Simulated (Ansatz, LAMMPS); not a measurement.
# Amorphous 57SiO2-30PbO-13Na2O (mol %) (62 atoms): a single point

Aim: energy, forces, charges and density of states of amorphous 57SiO2-30PbO-13Na2O (mol %) (62 atoms) at a fixed geometry.

Method: Kohn-Sham DFT, PBEsol, PAW (set soft_2), plane waves, in Ansatz 0.2.0.

### 1. Starting point

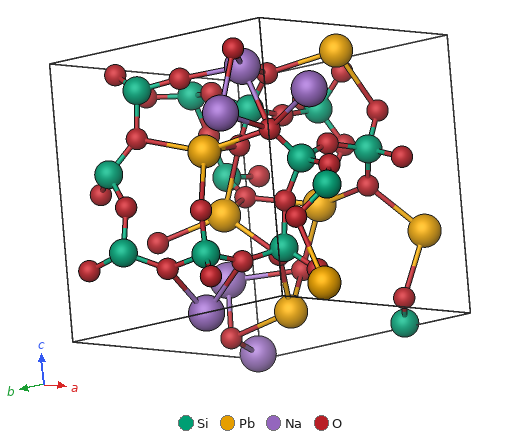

Start, viewed from a free direction; silicon teal, lead orange, sodium purple, oxygen red.

The cell holds 62 atoms: 13 Si, 7 Pb, 6 Na and 36 O. Its edges and angles: a = 9.922 Å, b = 9.922 Å, c = 9.922 Å, α = 90.0°, β = 90.0°, γ = 90.0°. 62 atoms (13 Si, 7 Sr, 6 Na, 36 O) placed at random at 2.95 g/cm³, melted at 5000 K for 10 ps at fixed volume with the Morse and Coulomb pair potential with partial charges (Pedone, Malavasi, Menziani, Cormack and Segre, J. Phys. Chem. B 110, 11780 (2006)). Quenched from 5000 K to 300 K at 10 K/ps and fixed volume, held 5 ps, then minimised at fixed cell. Then Sr was replaced by Pb and the cell scaled by 1.008 (the potential has no terms for the new elements, so the cell is a start for a DFT relaxation).

Limits known from the start: The quench rate of 10 K/ps is orders of magnitude faster than experiment, which tends to freeze in extra defects. The starting topology of bonds comes from the classical model, and needn't be the one that DFT or experiment would give. Spin–orbit coupling is left out, which matters for the levels of the heavy elements.

### 2. The classical run that made the cell

A classical potential supplies the starting structure, since it reaches far longer times than DFT.

This step: classical MD, Morse and Coulomb pair potential with partial charges (Pedone, Malavasi, Menziani, Cormack and Segre, J. Phys. Chem. B 110, 11780 (2006)) (LAMMPS 22 Jul 2025 - Update 4).

in.lmp

```
# melt-quench of Si13Sr7Na6O36
units metal
atom_style charge
boundary p p p
region box block 0 9.8428 0 9.8428 0 9.8428
create_box 4 box
mass 1 28.0850   # Si
mass 2 87.6200   # Sr
mass 3 22.9898   # Na
mass 4 15.9990   # O
create_atoms 1 random 13 101555 NULL overlap 1.5 maxtry 2000
create_atoms 2 random 7 101562 NULL overlap 1.5 maxtry 2000
create_atoms 3 random 6 101569 NULL overlap 1.5 maxtry 2000
create_atoms 4 random 36 101576 NULL overlap 1.5 maxtry 2000
pair_style hybrid/overlay pedone 5.5 coul/long 8.0
pair_coeff * * coul/long
pair_coeff 1 4 pedone 0.340554 2.006700 2.100000 1   # Si-O
pair_coeff 2 4 pedone 0.019623 1.886000 3.328330 3   # Sr-O
pair_coeff 3 4 pedone 0.023363 1.763867 3.006315 5   # Na-O
pair_coeff 4 4 pedone 0.042395 1.379316 3.618701 22   # O-O
set type 1 charge 2.4
set type 2 charge 1.2
set type 3 charge 0.6
set type 4 charge -1.2
kspace_style pppm 1.0e-4
neigh_modify delay 0 every 1 check yes
thermo_style custom step time temp pe press density
thermo_modify norm yes
timestep 0.002
thermo 100
min_style cg
minimize 1e-4 1e-4 200 2000
reset_timestep 0
velocity all create 5000 101556 mom yes dist gaussian
# [... 14 lines left out ...]
thermo 1250
fix md all nvt temp 300 300 0.2
run 2500 post no
unfix md
thermo 100
min_style cg
minimize 0 1e-3 2000 20000
write_dump all custom glass.dump id type xs ys zs modify sort id
```

Launch:

```bash
$ lmp -in in.lmp -log none -nocite
```

Numbers of over 12 decimals in the logs are rounded to 6 here.

Output:

```text
LAMMPS (22 Jul 2025 - Update 4)
Created orthogonal box = (0 0 0) to (9.8428 9.8428 9.8428)
Created 13 atoms
Created 7 atoms
Created 6 atoms
Created 36 atoms
PPPM initialization ...
  G vector (1/distance) = 0.37484595
  grid = 10 10 10
  estimated relative force accuracy = 7.0719307e-05
   Step          Time           Temp          PotEng         Press         Density
         0   0              0             -3.2531713      483060.38      2.9470174
        76   0.152          0             -13.075264     -20989.411      2.9470174
Loop time of 0.0173069 s on 1 MPI rank(s) for 76 steps with 62 atoms
Minimization stats:
  Stopping criterion = energy tolerance
  Energy initial, next-to-last, final =
     -3.25317127029705  -13.0742134740204  -13.0752636824791
  Force two-norm initial, final = 201.65595 1.9584034
  Iterations, force evaluations = 76 95
   Step          Time           Temp          PotEng         Press         Density
[... 12 lines left out ...]
[... 1 line left out ...]
Loop time of 0.761651 s on 1 MPI rank(s) for 5000 steps with 62 atoms
   Step          Time           Temp          PotEng         Press         Density
[... 12 lines left out ...]
Loop time of 32.8199 s on 1 MPI rank(s) for 235000 steps with 62 atoms
   Step          Time           Temp          PotEng         Press         Density
[... 2 lines left out ...]
    242500   485            258.06339     -13.188091     -7500.8583      2.9470174
    243500   487            299.71686     -13.186522     -9455.7365      2.9470174
Loop time of 0.296779 s on 1 MPI rank(s) for 2500 steps with 62 atoms
   Step          Time           Temp          PotEng         Press         Density
    243500   487            299.71686     -13.186522     -9455.7365      2.9470174
    243518   487.036        299.71686     -13.2238       -15086.141      2.9470174
Loop time of 0.0106526 s on 1 MPI rank(s) for 18 steps with 62 atoms
Minimization stats:
  Stopping criterion = linesearch alpha is zero
  Energy initial, next-to-last, final =
     -13.1865220540189  -13.2237996151834  -13.2237996151834
  Force two-norm initial, final = 9.1032747 0.46272962
  Iterations, force evaluations = 18 71
```

The job ended after 34 s (1 thread of AMD EPYC 9R45, shared host; peak memory 0.078 GiB).

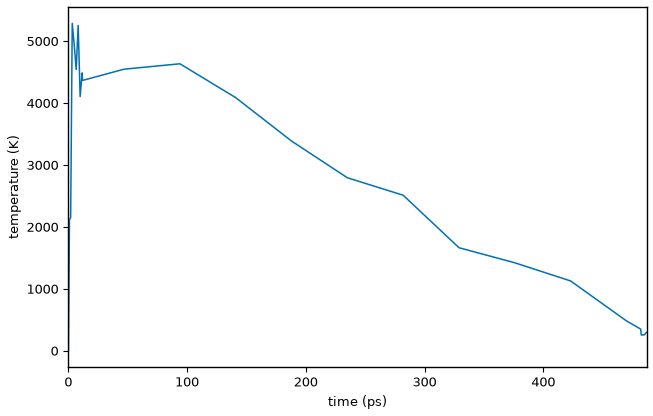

Temperature against time.

### 3. Plane-wave single point

One self-consistent run at the given positions yields energy and forces.

input.yaml

```yaml
crystal:
  lattice:
    - [9.92154, 0.0, 0.0]
    - [0.0, 9.92154, 0.0]
    - [0.0, 0.0, 9.92154]
  atoms:
    - { symbol: Si, position: [0.898, 0.54449, 0.8177] }
    - { symbol: Si, position: [0.02315, 0.74818, 0.27976] }
    - { symbol: Si, position: [0.29832, 0.00774, 0.42126] }
    - { symbol: Si, position: [0.08361, 0.83942, 0.58] }
    - { symbol: Si, position: [0.60356, 0.8743, 0.90179] }
    - { symbol: Si, position: [0.44105, 0.24243, 0.563] }
    - { symbol: Si, position: [0.15822, 0.48053, 0.23963] }
    - { symbol: Si, position: [0.77299, 0.8897, 0.62167] }
    - { symbol: Si, position: [0.99302, 0.30522, 0.01422] }
    - { symbol: Si, position: [0.74826, 0.19543, 0.60718] }
    - { symbol: Si, position: [0.56437, 0.57462, 0.80262] }
    - { symbol: Si, position: [0.46167, 0.37707, 0.26445] }
    - { symbol: Si, position: [0.13881, 0.72245, 0.86627] }
    - { symbol: Pb, position: [0.84338, 0.5279, 0.46705] }
    - { symbol: Pb, position: [0.98716, 0.17129, 0.32377] }
    - { symbol: Pb, position: [0.50709, 0.68479, 0.43462] }
    - { symbol: Pb, position: [0.64826, 0.21929, 0.95819] }
    - { symbol: Pb, position: [0.72067, 0.59543, 0.08721] }
    - { symbol: Pb, position: [0.22715, 0.50774, 0.61779] }
    - { symbol: Pb, position: [0.29568, 0.05668, 0.07505] }
    - { symbol: Na, position: [0.35047, 0.66823, 0.07098] }
    - { symbol: Na, position: [0.04923, 0.26134, 0.70338] }
    - { symbol: Na, position: [0.29095, 0.04749, 0.77027] }
    - { symbol: Na, position: [0.31587, 0.37397, 0.9068] }
    - { symbol: Na, position: [0.9432, 0.9605, 0.0099] }
    - { symbol: Na, position: [0.75696, 0.91055, 0.25378] }
    - { symbol: O, position: [0.3177, 0.45145, 0.21894] }
    - { symbol: O, position: [0.72612, 0.7696, 0.52765] }
    - { symbol: O, position: [0.97504, 0.67875, 0.88016] }
    - { symbol: O, position: [0.22106, 0.5889, 0.89202] }
    - { symbol: O, position: [0.00668, 0.90079, 0.23898] }
    - { symbol: O, position: [0.44039, 0.33507, 0.42597] }
    - { symbol: O, position: [0.57161, 0.49789, 0.26565] }
    - { symbol: O, position: [0.06922, 0.38779, 0.13913] }
    - { symbol: O, position: [0.35742, 0.87419, 0.35709] }
    - { symbol: O, position: [0.11414, 0.44718, 0.38902] }
    - { symbol: O, position: [0.49243, 0.25457, 0.16867] }
    - { symbol: O, position: [0.69727, 0.89103, 0.76641] }
    - { symbol: O, position: [0.74496, 0.03647, 0.55219] }
    - { symbol: O, position: [0.13473, 0.6448, 0.21255] }
    - { symbol: O, position: [0.49725, 0.99443, 0.91004] }
    - { symbol: O, position: [0.234, 0.10919, 0.317] }
    - { symbol: O, position: [0.3247, 0.27826, 0.66643] }
    - { symbol: O, position: [0.17813, 0.8525, 0.94611] }
    - { symbol: O, position: [0.15805, 0.75867, 0.69982] }
    - { symbol: O, position: [0.69348, 0.86163, 0.03409] }
    - { symbol: O, position: [0.54176, 0.45832, 0.90991] }
    - { symbol: O, position: [0.10935, 0.23012, 0.93397] }
    - { symbol: O, position: [0.9102, 0.4282, 0.93417] }
    - { symbol: O, position: [0.819, 0.19776, 0.74978] }
    - { symbol: O, position: [0.41008, 0.08694, 0.51267] }
    - { symbol: O, position: [0.88397, 0.66994, 0.25893] }
    - { symbol: O, position: [0.17661, 0.96535, 0.53392] }
    - { symbol: O, position: [0.82489, 0.27762, 0.49393] }
    - { symbol: O, position: [0.05966, 0.74961, 0.44575] }
    - { symbol: O, position: [0.93786, 0.88258, 0.63551] }
    - { symbol: O, position: [0.88705, 0.2054, 0.08156] }
    - { symbol: O, position: [0.53564, 0.72146, 0.88247] }
    - { symbol: O, position: [0.73784, 0.57433, 0.79071] }
    - { symbol: O, position: [0.59185, 0.24573, 0.62546] }
    - { symbol: O, position: [0.97567, 0.50389, 0.68722] }
    - { symbol: O, position: [0.48761, 0.57013, 0.66503] }
kpoints:
  mp_grid: { grid: [2, 2, 2] }
hamiltonian:
  xc: pbesol
scf:
  occupations: { method: gaussian, width: 0.025 }
output:
  forces: true
  stress: true
  populations: true
  dos:
    method: { smearing: { sigma: 0.08 } }
    de: 0.1
    projected: { site_lists: { Na: [Na], O: [O], Pb: [Pb], Si: [Si] } }
  eigenvalues: true
  write_density: true
  write_potential: true
  volumetric_format: npy
```

Launch:

```bash
$ ansatz run input.yaml --threads 8 --pin off --max-ram 15872MiB --backend cpu --events-out ev --progress --plain --runs-dir out
```

Output:

```text
Engine: ansatz 0.2.0, x86_64-unknown-linux-gnu
Pseudopotentials: kind: paw
Pseudopotential: Si, paw, valence charge 4, recommended cutoff 420 eV (normal), Si.paw.azcp
Pseudopotential: Pb, paw, valence charge 14, recommended cutoff 420 eV (normal), Pb.paw.azcp
Pseudopotential: Na, paw, valence charge 9, recommended cutoff 420 eV (normal), Na.paw.azcp
Pseudopotential: O, paw, valence charge 6, recommended cutoff 420 eV (normal), O.paw.azcp
Functional definition: PBEsol
  exchange = pbesol_x
  correlation = pbesol_c
Crystal: 62 atoms, lattice volume = 976.646 Å³
Basis set: ecut = 420 eV, 19093 PW (Γ), exchange–correlation on 144×144×144 points (8 copies of the dense FFT grid, shifted against one another)
Bands: 272, of which v1, the nominal top of the filled ones, is band 210 counted from 1 (209 counted from 0)
Symmetry: 1 space group operations
Space group: P1 (ITA 1), of the structure as read, at distance tolerance 9.9e-5 Å
k-points: 8
Non-local potential: Si, projectors of the file, l = 0: 2, l = 1: 2, l = 2: 2
Non-local potential: Pb, projectors of the file, l = 0: 2, l = 1: 2, l = 2: 2, l = 3: 2
Non-local potential: Na, projectors of the file, l = 0: 3, l = 1: 2, l = 2: 1
Non-local potential: O, projectors of the file, l = 0: 2, l = 1: 2, l = 2: 1
PAW form: soft (Blöchl's): semilocal exchange-correlation on the pseudo side does not see the compensation charge
PAW frozen core: Si, regenerated for the run's functional, and the local potential with it (the file was generated under x = pbe(κ = 0.804, μ = 0.219515), c = pbe(β = 0.066725))
PAW frozen core: Pb, regenerated for the run's functional, and the local potential with it (the file was generated under x = pbe(κ = 0.804, μ = 0.219515), c = pbe(β = 0.066725))
PAW frozen core: Na, regenerated for the run's functional, and the local potential with it (the file was generated under x = pbe(κ = 0.804, μ = 0.219515), c = pbe(β = 0.066725))
PAW frozen core: O, regenerated for the run's functional, and the local potential with it (the file was generated under x = pbe(κ = 0.804, μ = 0.219515), c = pbe(β = 0.066725))
PAW one-centre angular grid: Si, 110 points (default); XC on 64 Gauss nodes
PAW one-centre angular grid: Pb, 590 points (default); XC on 64 Gauss nodes
PAW one-centre angular grid: Na, 110 points (default); XC on 64 Gauss nodes
PAW one-centre angular grid: O, 110 points (default); XC on 64 Gauss nodes
Initial density: superposition of atomic densities (neutral atoms: chi_scale 0, normalization atom), corrected by the library's trained network
Initial wavefunctions: pseudopotential atomic-orbital guess
Functional: x = pbesol(κ = 0.804, μ = 0.123457), c = pbesol(β = 0.046)
SCF iter   1: F=—  HF=-119454.531011 eV  |F-HF|=—  |Δ(HF+E_count)|=         —  Δρ=1.18e-2  dr2=1.16e0  ethr=1.77e-3  ⟨swp⟩=6.0  Hψ=10022  notcnv=0  defer=226
preconditioner: auto → Resta (q_TF=auto, 2.370 Å⁻¹)  ε∞=3.1  [insulator: Δε(μ)=2.208 eV  Ē_g=16.519 eV  σ=0.025 eV  W_gap=1.00  n_scr=250 (ndim 8)  ℏωp=24.0 eV  f_vac=0.132  D(μ)=0.00/eV (n_scr^D=0)  ε∞_Penn≈3.1]
SCF iter   2: F=—  HF=-119454.255966 eV  |F-HF|=—  |Δ(HF+E_count)|=   2.75e-1  Δρ=3.26e-3  dr2=7.31e-2  ethr=2.75e-4  ⟨swp⟩=2.0  Hψ=3899  notcnv=0  defer=438
SCF iter   3: F=—  HF=-119454.242631 eV  |F-HF|=—  |Δ(HF+E_count)|=   1.33e-2  Δρ=9.14e-4  dr2=9.00e-3  ethr=1.74e-5  ⟨swp⟩=2.0  Hψ=3149  notcnv=0  defer=438
SCF iter   4: F=—  HF=-119454.243636 eV  |F-HF|=—  |Δ(HF+E_count)|=   1.01e-3  Δρ=4.52e-4  dr2=2.44e-3  ethr=2.14e-6  ⟨swp⟩=2.0  Hψ=2460  notcnv=0  defer=438
SCF iter   5: F=—  HF=-119454.244026 eV  |F-HF|=—  |Δ(HF+E_count)|=   3.90e-4  Δρ=1.32e-4  dr2=2.29e-4  ethr=5.82e-7  ⟨swp⟩=2.0  Hψ=2986  notcnv=0  defer=438
SCF iter   6: F=—  HF=-119454.244162 eV  |F-HF|=—  |Δ(HF+E_count)|=   1.36e-4  Δρ=1.02e-4  dr2=1.01e-4  ethr=5.44e-8  ⟨swp⟩=2.0  Hψ=3090  notcnv=0  defer=438
SCF iter   7: F=—  HF=-119454.244174 eV  |F-HF|=—  |Δ(HF+E_count)|=   1.18e-5  Δρ=2.54e-5  dr2=7.78e-6  ethr=2.40e-8  ⟨swp⟩=2.0  Hψ=3087  notcnv=0  defer=438
SCF iter   8: F=—  HF=-119454.244935 eV  |F-HF|=—  |Δ(HF+E_count)|=   7.61e-4  Δρ=1.39e-5  dr2=2.05e-6  ethr=1.85e-9  ⟨swp⟩=2.0  Hψ=3848  notcnv=0  defer=438
SCF iter   9: F=—  HF=-119454.244936 eV  |F-HF|=—  |Δ(HF+E_count)|=   1.40e-6  Δρ=6.08e-6  dr2=4.05e-7  ethr=4.89e-10  ⟨swp⟩=2.0  Hψ=3338  notcnv=0  defer=438
SCF iter  10: F=-119454.244937 eV  HF=-119454.244937 eV  |F-HF|=7.27e-8  |Δ(HF+E_count)|=   3.37e-7  Δρ=2.58e-6  dr2=7.81e-8  ethr=2.38e-11  ⟨swp⟩=19.2  Hψ=19188  notcnv=0
SCF 1 converged in 10 iterations: F = -119454.244937 eV  dr2 = 7.81e-8
  greatest PAW one-centre occupation: 0.999 electrons in one spin orbital (limit 2), on the Na atom at site 23 (counted from 0), in its partial waves of l = 0
SCF converged after 10 iterations
Free energy (F): -119454.244937 eV
Harris-Foulkes:  -119454.244937 eV  (|F-HF|=7.27e-8)
Internal energy: -119454.244937 eV  (E = F + TS)
E sigma→0 (E₀):  -119454.244937 eV
Fermi energy:    5.235561 eV
--- Per-component energies (eV) ---
  E_band       = -2827.524292
  E_kinetic    = 9661.776212
  E_local      = -33509.396351  (includes V_loc(G=0)·N_el)
  E_nonlocal   = 5220.344969
  E_hartree    = 12451.991945
  E_xc         = -5115.287196
  E_vxc        = -5222.394112  (∫ρ·V_xc dr)
  E_paw        = -85278.312728  (= ΣΔE_a)
  E_vpaw       = -3881.927010  (= ΣTr[D̂ρ^β])
  E_aug_tail   = 0.090671  (compensation charges beyond the density's cutoff)
  E_ewald      = -22887.896090
  E_core_change = 2.443632  (= ΣΔE_core)
  E_smearing   = -0.000000  (= −TS)
  E_closure    = -0.000000  (closes the sum)
  Σ components = -119454.244937   (vs F -119454.244937, Δ=0.00e0)
--- Forces (eV/Å), atoms counted from 1 ---
  atom   1  Si    -0.31465270     1.16049994     0.95515600
  atom   2  Si     0.70296038    -0.11494960     1.14347818
  atom   3  Si     0.05958095    -0.61799186     1.21097371
  atom   4  Si    -0.70225316    -0.12452838    -0.94329476
  atom   5  Si     0.64821679    -1.34530574    -1.11992686
  atom   6  Si     0.71978791    -0.63383833    -1.88090980
  atom   7  Si    -0.34105939     0.75750477     0.27366249
  atom   8  Si    -0.00237396     1.03968216     0.52497090
  atom   9  Si     0.40326465     1.56470921     0.12075069
  atom  10  Si    -0.56445544    -1.35987235     0.68752563
  atom  11  Si     1.99327349     1.12765448     0.70749068
  atom  12  Si    -0.75105353    -0.07478513     1.33225513
  atom  13  Si    -1.39636933    -1.19710460    -1.12181227
  atom  14  Pb     0.68397189    -0.08788780     0.58375330
[...]
atom  61  O      1.18751352    -1.13272846    -2.71519609
  atom  62  O     -0.93319692     0.12147757    -2.18738573
  max |Σ_I F_I| component: 1.74e-4 eV/Å
--- Stress (GPa, compression-positive) ---
       -3.037708       0.633302      -0.516158
        0.633302      -1.934747      -0.080117
       -0.516157      -0.080118      -1.384553
  P = ⅓ Tr σ = -2.1190 GPa (-21.190 kbar)
--- Band table (eV; the first three rows and the last of 8) ---
  k-point 0: bands = ["-46.5732", "-46.3999", "-45.9563", "-45.9549", [... 256 levels ...], "13.2689", "13.3492", "13.3668", "13.4841", "13.5506", "13.5633", "13.6173", "13.6490", "13.7815", "13.8188", "13.8311", "13.9262"]
[...]
--- Löwdin populations: 62 sites ---
  site symbol       q [e]
     0     Si      2.3393
     1     Si      2.3572
     2     Si      2.3545
[...]
61      O      6.7972
  spilling = 0.008961 (of n_electrons = 420.000000)
```

Elapsed: 14 s, on 8 threads of AMD EPYC 9R45, shared host; peak memory 8.6 GiB.

In the SCF lines HF is the Harris–Foulkes energy and dr2 the Hartree energy of the density residual, in eV; the loop may stop once dr2 is under the threshold and the program's other checks hold. Hψ counts applications of the Hamiltonian.

Numbers from this run:

| Item | Value |
| --- | --- |
| free energy | -119454.2449 eV |
| free energy per atom | -1926.6814 eV/atom |
| SCF cycles | 10 |
| pressure | -2.119 GPa |
| r.m.s. force component | 0.8934 eV/Å |
| longest force | 3.173 eV/Å |
| Fermi energy | 5.236 eV |
| gap (highest filled to lowest empty level) | 2.263 eV |
| spilling of the projection | 0.008961 |

Length of the force by element:

```tsv
element	coordination	atoms	mean length of the force (eV/Å)	spread	least	most
Na	all	6	0.487	0.198	0.318	0.770
O	all	36	1.54	0.768	0.201	3.17
Pb	all	7	0.797	0.316	0.444	1.24
Si	all	13	1.60	0.420	0.875	2.40
```

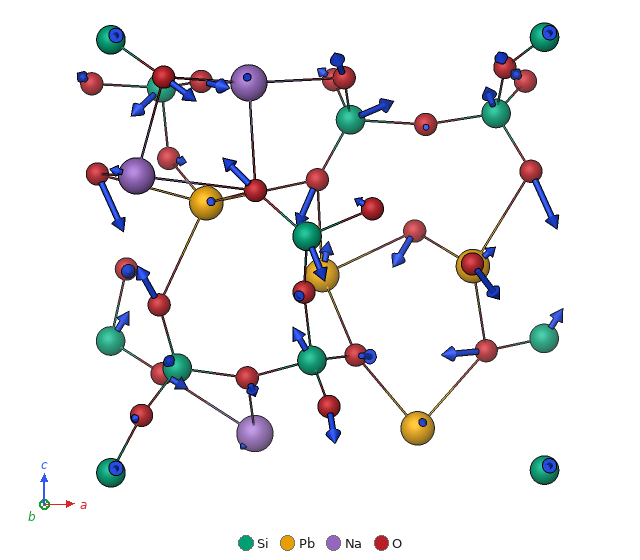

Forces as arrows; the longest in the cell is 3.17 eV/Å. Drawn is a slice 6 Å thick, seen along the normal of the ac plane. Bonds to atoms that aren't drawn are left out.

Löwdin charges by element (they lack the spilled electrons, 0.061 e an atom on average):

```tsv
element	coordination	atoms	mean charge (e)	spread	least	most
Na	all	6	0.786	0.0156	0.756	0.801
O	all	36	-0.825	0.0424	-0.921	-0.770
Pb	all	7	1.04	0.0189	1.01	1.06
Si	all	13	1.65	0.0275	1.62	1.71
```

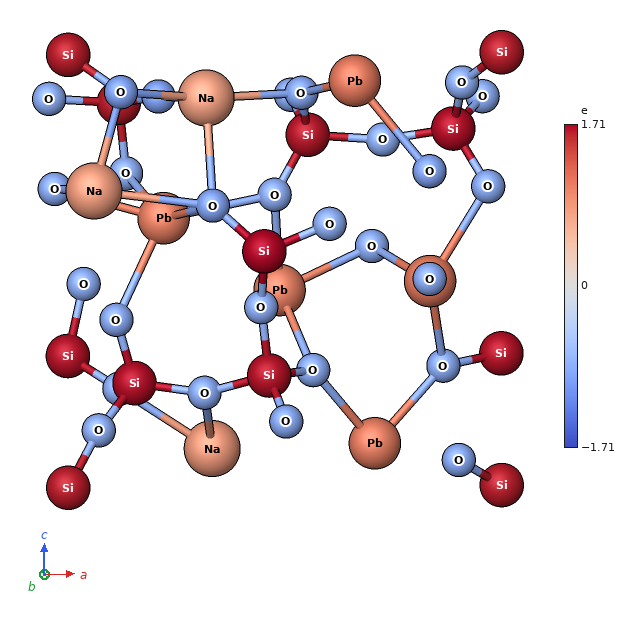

Atoms coloured by Löwdin charge. Drawn is a slice 6 Å thick, seen along the normal of the ac plane.

[end of part 1 of 2]

[Logs are printed without paths, hosts, clocks, repeated set-up lines and the standing remarks that a program may print on its own settings, such as how far it seeks lower states.]

[Hosts, paths, dates, database ids (printed as entryN), source tags and the programs' standing remarks are cut or masked in the printed files.]
